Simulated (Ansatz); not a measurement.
A relaxed structure of CdSe. Level of theory: r2SCAN (plane waves to 500 eV, PAW, scalar-relativistic; Ansatz, an electronic-structure program).

F-43m (No. 216), cF8, zinc blende type; a = 6.1341 Å, b = 6.1341 Å, c = 6.1341 Å, α = 90.00°, β = 90.00°, γ = 90.00°.

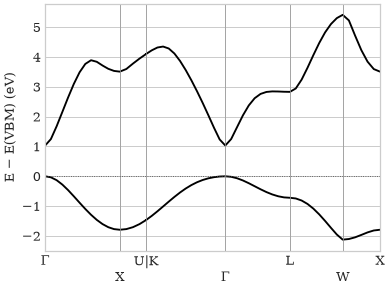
Fig. 1. Highest filled and lowest empty band along the path of this cell's Brillouin zone

Q: Read off the gap and say whether it is direct.

A: 1.03 eV, direct at Γ (no spin-orbit coupling).

Q: How far does the top valence band disperse along this path?

A: About 2.1 eV.

No spin polarisation in the result.

Measured for CdSe: a 6.077 Å (room temperature; as listed in arXiv:1206.3780); gap 1.77 eV (0 K or low temperature; as listed in arXiv:1206.3780). Computed minus measured — a: r2SCAN +0.9 %; gap: r2SCAN -0.74 eV. The computed values are for a static lattice, and a measured gap can be an optical one, lowered by exciton binding.

The run could not lose the symmetry of its start.

All atoms sit on sites fixed by symmetry, so only the cell could relax.
